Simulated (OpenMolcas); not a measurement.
## How basis sets differ on C2H6AlF (SMILES [CH3][Al]([CH3])[F])

C2H6AlF: 10 atoms, total charge 0, spin state singlet. SMILES: `[CH3][Al]([CH3])[F]`. The shape is that of a PBE0-D4/def2-TZVP optimisation.

| atom | x (Å) | y (Å) | z (Å) |
| --- | --- | --- | --- |
| C | -0.5667 | 1.4126 | -0.8585 |
| Al | -0.2886 | -0.4453 | -0.3643 |
| C | 0.7947 | -1.0931 | 1.1122 |
| F | -1.0473 | -1.6006 | -1.2813 |
| H | -1.1844 | 1.5171 | -1.7529 |
| H | -1.0540 | 1.9634 | -0.0468 |
| H | 0.3871 | 1.9173 | -1.0438 |
| H | 0.1894 | -1.6767 | 1.8132 |
| H | 1.2698 | -0.2838 | 1.6720 |
| H | 1.5832 | -1.7623 | 0.7534 |

Quantity: the dipole moment, in D. The values are calculated.

```tsv
level	kind	program	value (D)
HF/ANO-R0 (sfX2C)	Hartree–Fock	OpenMolcas	0.14
HF/ANO-S-MB	Hartree–Fock	OpenMolcas	1.44
HF/STO-3G	Hartree–Fock	OpenMolcas	0.83
HF/3-21G	Hartree–Fock	OpenMolcas	2.08
HF/def2-SVP	Hartree–Fock	OpenMolcas	1.98
```

The values span 0.14 to 2.08 D. Magnitudes only. Sets without polarisation functions give poor dipoles.

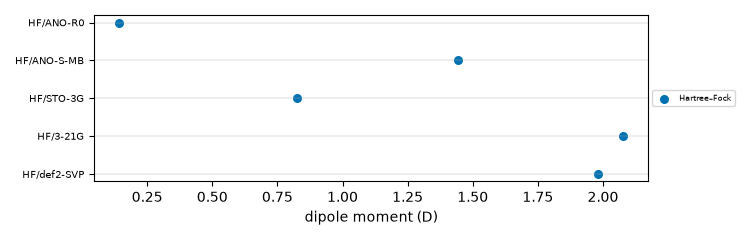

The values of the table, level by level.
